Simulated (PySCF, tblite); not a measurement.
# C5H8OPSi−: a rotation path, then NMR shifts on frames, part 2 of 2

tblite 0.8.0 and PySCF 2.14.0. Atoms count from 0.

### Step 5. NMR shieldings: image 6, PBE0/pcSseg-1

The job: settings as JSON, then the geometry in Å.

```
{"job": {"kind": "nmr", "xc": "PBE0", "basis": "pcSseg-1", "pop": false}, "charge": -1, "multiplicity": 1}
C     -3.203100    -0.322100    -0.366000
O     -2.455700     0.512200     0.467700
C     -1.070300     0.318100     0.359400
C     -0.448100    -0.918800     0.296200
C      0.933700    -0.800200     0.193500
C      1.390000     0.511700     0.178800
Si     3.170800     0.967400     0.014300
P      0.042300     1.662100     0.283200
H     -3.064900    -1.382700    -0.117100
H     -4.254700    -0.063100    -0.221200
H     -2.935600    -0.181100    -1.423500
H     -0.970600    -1.866400     0.328400
H      1.600000    -1.652200     0.129700
H      3.990900    -0.263400    -0.053800
H      3.745600     1.758000     1.123200
H      3.522000     1.729400    -1.204300
```

Method: GIAO PBE0/pcSseg-1 NMR shielding, non-relativistic, gas phase.

Output:

```text
coarse grid: 14728 points
cycle   1  E = -900.6270841092  dE =  1.119e+00  |g| = 6.541e-01  |ddm| = 3.935e+00
cycle   2  E = -900.5348430386  dE =  9.224e-02  |g| = 9.119e-01  |ddm| = 2.073e+00
cycle   3  E = -900.7348912959  dE = -2.000e-01  |g| = 1.111e-01  |ddm| = 1.299e+00
cycle   4  E = -900.7377192379  dE = -2.828e-03  |g| = 5.580e-02  |ddm| = 2.318e-01
cycle   5  E = -900.7385199251  dE = -8.007e-04  |g| = 1.910e-02  |ddm| = 8.688e-02
cycle   6  E = -900.7385967961  dE = -7.687e-05  |g| = 6.201e-03  |ddm| = 2.412e-02
cycle   7  E = -900.7386048890  dE = -8.093e-06  |g| = 1.683e-03  |ddm| = 7.502e-03
final grid: 134080 points
cycle   8  E = -900.7970204412  dE = -2.463e-05  |g| = 1.150e-02  |ddm| = 4.018e-02
cycle   9  E = -900.7969670372  dE =  5.340e-05  |g| = 1.911e-02  |ddm| = 2.698e-02
cycle  10  E = -900.7970474915  dE = -8.045e-05  |g| = 1.788e-03  |ddm| = 2.026e-02
cycle  11  E = -900.7970483924  dE = -9.010e-07  |g| = 4.399e-04  |ddm| = 2.609e-03
cycle  12  E = -900.7970484358  dE = -4.340e-08  |g| = 1.635e-04  |ddm| = 6.344e-04
cycle  13  E = -900.7970484420  dE = -6.159e-09  |g| = 5.228e-05  |ddm| = 2.121e-04
cycle  14  E = -900.7970484426  dE = -5.909e-10  |g| = 2.199e-05  |ddm| = 7.501e-05
converged SCF energy = -900.7970484426

GIAO shielding tensors (ppm)
atom      isotropic    diamagn.    paramagn.     s11        s22        s33       span
  0 C      126.452     243.311    -116.860     96.146    103.568    179.642     83.496
  1 O      274.461     397.153    -122.691    182.928    295.812    344.644    161.717
  2 C      -11.967     260.709    -272.676   -115.509     11.956     67.653    183.162
  3 C       82.425     257.053    -174.628     13.077     67.915    166.282    153.205
  4 C       60.535     252.441    -191.906    -24.232     63.358    142.478    166.710
  5 C       77.606     263.908    -186.302    -27.862     86.714    173.967    201.829
  6 Si     430.637     879.923    -449.286    379.104    416.313    496.494    117.390
  7 P      241.509     969.451    -727.942    120.389    174.224    429.914    309.525
  8 H       27.529      29.999      -2.470     22.741     26.620     33.227     10.487
  9 H       28.088      28.051       0.037     23.968     26.019     34.278     10.311
 10 H       28.386      29.633      -1.247     24.985     26.470     33.702      8.718
 11 H       25.201      34.451      -9.249     21.905     25.671     28.029      6.124
 12 H       25.154      33.954      -8.800     21.804     25.012     28.646      6.842
 13 H       27.402      29.402      -2.000     24.239     25.937     32.032      7.793
 14 H       27.120      28.652      -1.532     23.507     25.132     32.723      9.216
 15 H       27.101      28.808      -1.707     23.373     25.196     32.734      9.361
```

Run time: 83 s. Hardware: 1 thread, shared host.

This run: δ C2 198.9, C4 126.4, C5 109.3, C3 104.5, H12 6.56, H11 6.52 ppm.

### Step 6. Nuclear shieldings: image 7, PBE0/pcSseg-1

The job: settings as JSON, then the geometry in Å.

```
{"job": {"kind": "nmr", "xc": "PBE0", "basis": "pcSseg-1", "pop": false}, "charge": -1, "multiplicity": 1}
C     -3.228400    -0.389600    -0.253300
O     -2.442400     0.635200     0.268800
C     -1.064400     0.393000     0.213400
C     -0.465400    -0.850200     0.104600
C      0.924000    -0.754400     0.076200
C      1.405800     0.543900     0.159300
Si     3.202300     0.957600     0.091200
P      0.075400     1.716500     0.273600
H     -3.137200    -1.316600     0.330600
H     -4.265800    -0.049700    -0.211500
H     -2.959900    -0.612800    -1.296600
H     -0.998300    -1.790300     0.050100
H      1.575900    -1.616300    -0.002400
H      3.986400    -0.295600     0.003200
H      3.752400     1.679800     1.257900
H      3.632100     1.758500    -1.076400
```

Level: GIAO PBE0/pcSseg-1 NMR shielding, non-relativistic, gas phase.

Output:

```text
coarse grid: 14728 points
cycle   1  E = -900.6282326494  dE =  1.127e+00  |g| = 6.509e-01  |ddm| = 3.933e+00
cycle   2  E = -900.5363936759  dE =  9.184e-02  |g| = 9.084e-01  |ddm| = 2.085e+00
cycle   3  E = -900.7355444350  dE = -1.992e-01  |g| = 1.113e-01  |ddm| = 1.309e+00
cycle   4  E = -900.7383805876  dE = -2.836e-03  |g| = 5.459e-02  |ddm| = 2.271e-01
cycle   5  E = -900.7391415071  dE = -7.609e-04  |g| = 1.919e-02  |ddm| = 8.536e-02
cycle   6  E = -900.7392191297  dE = -7.762e-05  |g| = 6.306e-03  |ddm| = 2.427e-02
cycle   7  E = -900.7392275549  dE = -8.425e-06  |g| = 1.555e-03  |ddm| = 7.521e-03
final grid: 134080 points
cycle   8  E = -900.7977579748  dE = -2.548e-05  |g| = 1.202e-02  |ddm| = 4.000e-02
cycle   9  E = -900.7976992245  dE =  5.875e-05  |g| = 2.012e-02  |ddm| = 2.802e-02
cycle  10  E = -900.7977871845  dE = -8.796e-05  |g| = 1.795e-03  |ddm| = 2.117e-02
cycle  11  E = -900.7977881013  dE = -9.169e-07  |g| = 4.492e-04  |ddm| = 2.675e-03
cycle  12  E = -900.7977881468  dE = -4.549e-08  |g| = 1.594e-04  |ddm| = 6.221e-04
cycle  13  E = -900.7977881525  dE = -5.709e-09  |g| = 5.504e-05  |ddm| = 2.067e-04
cycle  14  E = -900.7977881532  dE = -6.621e-10  |g| = 2.265e-05  |ddm| = 7.766e-05
converged SCF energy = -900.7977881532

GIAO shielding tensors (ppm)
atom      isotropic    diamagn.    paramagn.     s11        s22        s33       span
  0 C      128.870     243.609    -114.739     98.079    109.206    179.325     81.246
  1 O      260.981     396.814    -135.833    160.677    297.624    324.641    163.964
  2 C      -11.540     260.632    -272.171   -114.035     11.090     68.325    182.360
  3 C       87.074     257.386    -170.312     20.520     74.899    165.803    145.283
  4 C       60.858     252.256    -191.398    -22.943     64.080    141.436    164.379
  5 C       76.586     263.720    -187.134    -30.190     86.430    173.519    203.709
  6 Si     430.251     879.883    -449.632    378.299    415.879    496.574    118.274
  7 P      247.252     969.244    -721.992    136.964    181.421    423.370    286.406
  8 H       27.705      29.765      -2.060     23.659     26.134     33.321      9.662
  9 H       28.035      27.879       0.155     23.598     26.400     34.106     10.508
 10 H       28.323      29.761      -1.438     25.279     26.014     33.675      8.396
 11 H       25.492      34.837      -9.344     22.174     26.220     28.083      5.909
 12 H       25.210      34.028      -8.818     21.743     25.182     28.704      6.960
 13 H       27.391      29.383      -1.992     24.206     25.967     32.000      7.795
 14 H       27.107      28.653      -1.545     23.487     25.133     32.702      9.215
 15 H       27.099      28.736      -1.637     23.408     25.127     32.762      9.354
```

It took 76 s on 1 thread, shared host.

Key values: δ C2 198.5, C4 126.1, C5 110.3, C3 99.9, H12 6.51, H11 6.22 ppm.

### Step 7. NMR shieldings: image 8, PBE0/pcSseg-1

The job: settings as JSON, then the geometry in Å.

```
{"job": {"kind": "nmr", "xc": "PBE0", "basis": "pcSseg-1", "pop": false}, "charge": -1, "multiplicity": 1}
C     -3.258800    -0.401100    -0.124600
O     -2.412700     0.694900     0.008700
C     -1.044400     0.406100     0.014800
C     -0.458900    -0.841800    -0.098300
C      0.933800    -0.764500    -0.054000
C      1.426800     0.523500     0.090900
Si     3.218100     0.958400     0.177800
P      0.106600     1.711000     0.177400
H     -3.137600    -1.116100     0.702400
H     -4.279900    -0.011300    -0.112500
H     -3.092500    -0.937700    -1.070200
H     -1.000600    -1.773000    -0.206800
H      1.576000    -1.635100    -0.126400
H      4.046300    -0.267600     0.112900
H      3.648400     1.647000     1.414000
H      3.721900     1.816100    -0.917600
```

Method: GIAO PBE0/pcSseg-1 NMR shielding, non-relativistic, gas phase.

Output:

```text
coarse grid: 14728 points
cycle   1  E = -900.6288235264  dE =  1.125e+00  |g| = 6.494e-01  |ddm| = 3.930e+00
cycle   2  E = -900.5379266244  dE =  9.090e-02  |g| = 9.058e-01  |ddm| = 2.092e+00
cycle   3  E = -900.7359069786  dE = -1.980e-01  |g| = 1.111e-01  |ddm| = 1.312e+00
cycle   4  E = -900.7387191659  dE = -2.812e-03  |g| = 5.388e-02  |ddm| = 2.240e-01
cycle   5  E = -900.7394597347  dE = -7.406e-04  |g| = 1.910e-02  |ddm| = 8.464e-02
cycle   6  E = -900.7395366512  dE = -7.692e-05  |g| = 6.364e-03  |ddm| = 2.428e-02
cycle   7  E = -900.7395452789  dE = -8.628e-06  |g| = 1.481e-03  |ddm| = 7.537e-03
final grid: 134080 points
cycle   8  E = -900.7983328105  dE = -3.399e-05  |g| = 1.192e-02  |ddm| = 4.463e-02
cycle   9  E = -900.7982744978  dE =  5.831e-05  |g| = 1.995e-02  |ddm| = 2.810e-02
cycle  10  E = -900.7983618937  dE = -8.740e-05  |g| = 1.787e-03  |ddm| = 2.130e-02
cycle  11  E = -900.7983628048  dE = -9.111e-07  |g| = 4.610e-04  |ddm| = 2.735e-03
cycle  12  E = -900.7983628527  dE = -4.792e-08  |g| = 1.666e-04  |ddm| = 6.342e-04
cycle  13  E = -900.7983628588  dE = -6.133e-09  |g| = 5.982e-05  |ddm| = 2.134e-04
cycle  14  E = -900.7983628596  dE = -7.919e-10  |g| = 2.351e-05  |ddm| = 8.124e-05
converged SCF energy = -900.7983628596

GIAO shielding tensors (ppm)
atom      isotropic    diamagn.    paramagn.     s11        s22        s33       span
  0 C      129.890     243.362    -113.472    101.181    108.591    179.897     78.717
  1 O      255.098     396.840    -141.742    153.774    299.922    311.598    157.824
  2 C      -10.812     260.566    -271.379   -113.506     11.795     69.274    182.780
  3 C       89.236     257.298    -168.062     24.361     80.576    162.771    138.410
  4 C       62.034     251.720    -189.686    -20.206     64.114    142.195    162.402
  5 C       75.817     263.617    -187.801    -31.905     86.141    173.214    205.119
  6 Si     431.737     879.826    -448.089    382.008    416.389    496.813    114.805
  7 P      247.671     969.300    -721.629    137.705    184.985    420.324    282.619
  8 H       28.096      29.634      -1.538     24.843     25.801     33.644      8.800
  9 H       27.968      27.780       0.188     23.431     26.438     34.035     10.604
 10 H       28.097      29.643      -1.545     24.839     25.818     33.635      8.797
 11 H       25.690      34.747      -9.056     22.604     26.415     28.052      5.448
 12 H       25.246      33.836      -8.590     21.701     25.252     28.786      7.086
 13 H       27.391      29.279      -1.888     24.212     25.890     32.073      7.861
 14 H       27.103      28.654      -1.551     23.396     25.229     32.684      9.288
 15 H       27.084      28.641      -1.557     23.419     25.108     32.723      9.304
```

Wall time 77 s (1 thread, shared host).

In short: δ C2 197.7, C4 124.9, C5 111.1, C3 97.7, H12 6.47, H11 6.03 ppm.

### Step 8. Run by run: NMR shifts

Shifts (ppm) of some atoms, chosen among heavy atoms and hydrogens apart, with basis size and wall time:

```
  frame     C3     C5    C0   H10    H8    O1    P7  functions  time
image 0  106.0  104.4  59.2  3.90  3.87  99.3  43.9        190  94 s
image 3  112.4  112.7  69.1  3.99  3.51  60.5  75.4        190  83 s
image 6  104.5  109.3  60.5  3.33  4.19  61.6  76.9        190  83 s
image 7   99.9  110.3  58.1  3.39  4.01  75.1  71.1        190  76 s
image 8   97.7  111.1  57.0  3.62  3.62  81.0  70.7        190  77 s
```

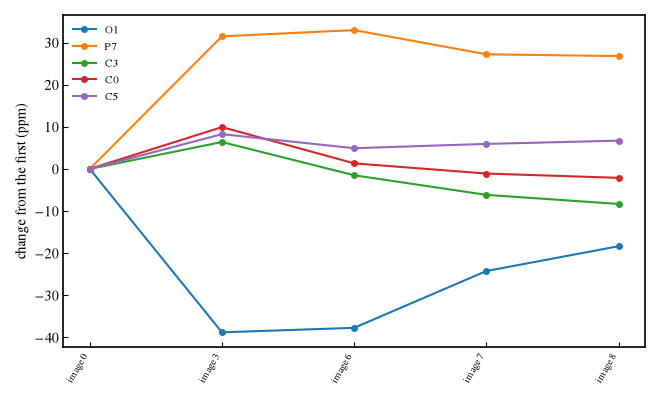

How five of the tabulated atoms move from run to run.

### Step 9. What came out

The summary covers parts 1 to 2.

```
                                         quantity                                               value
                                          barrier                  0.174 eV (4.0 kcal/mol) at image 6
                            end to end (GFN2-xTB)                                            0.147 eV
  13C shifts against TMS (PBE0/pcSseg-1, image 0)                199.3, 128.1, 106.0, 104.4, 59.2 ppm
   1H shifts against TMS (PBE0/pcSseg-1, image 0)  6.69, 6.37, 4.70, 4.66, 4.37, 3.90, 3.87, 3.68 ppm
  17O shifts against H2O (PBE0/pcSseg-1, image 0)                                            99.3 ppm
 29Si shifts against TMS (PBE0/pcSseg-1, image 0)                                           -83.0 ppm
31P shifts against H3PO4 (PBE0/pcSseg-1, image 0)                                            43.9 ppm
                         range of the shift of O1                                    60.5 to 99.3 ppm
```

In words: Along the band the dihedral turns by 179°, and the top (dihedral 136°) lies 4.0 kcal/mol above the start (GFN2-xTB, rough), so at room temperature this motion is fast. The top was not checked by a frequency run. Shifts at one fixed geometry are not the observed spectrum, which averages over the motion. In the first frame run (image 0): Shielding is most anisotropic at P7 (span 315 ppm, paramagnetic term -696 ppm). NICS(1)zz of -28 ppm above the planar ring from C2 marks a diatropic (aromatic) ring current. Across the 5 runs the shift of O1 moves most, between 60.5 (image 3) and 99.3 ppm (image 0).
